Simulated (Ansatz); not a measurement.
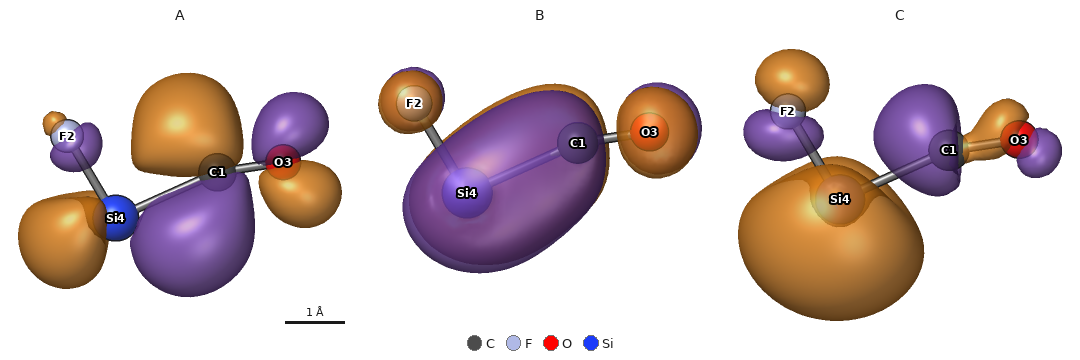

The picture shows: CFOSi (SMILES O=C=[Si]F) (doublet). Three frontier orbitals at ±0.1 Å⁻³ᐟ² (orange and purple are the two phases), in no order.

Geometry: B3LYP-D3(BJ)/6-311G**.

All numbers below come from isolated molecule in a Gaussian basis; Kohn-Sham density functional theory, functional PBE0 (Ansatz).

Question: Order the three orbitals by energy and name them. All are α orbitals.

Answer: C is the HOMO−1 (α) (−8.36 eV). By Hirshfeld shares it lies mainly on Si4 (about 75 %), C1 (about 15 %) and F2 (about 10 %); it is symmetric in the molecular plane (an in-plane orbital: σ, lone-pair or in-plane π type). B is the HOMO (α) (−6.09 eV). Its weight (Hirshfeld) is mainly on Si4 (about 50 %), C1 (about 30 %) and O3 (about 15 %); it changes sign across the molecular plane (π type); π-bonding across C1–Si4; π-antibonding (a node) across C1–O3. A is the LUMO (α) (−2.66 eV). It lies mainly on C1 (about 40 %), Si4 (about 30 %) and O3 (about 25 %); it is symmetric in the molecular plane (an in-plane orbital: σ, lone-pair or in-plane π type).

Question: What is the gap between the highest occupied and lowest empty α orbitals?

Answer: 3.43 eV between the orbital energies.
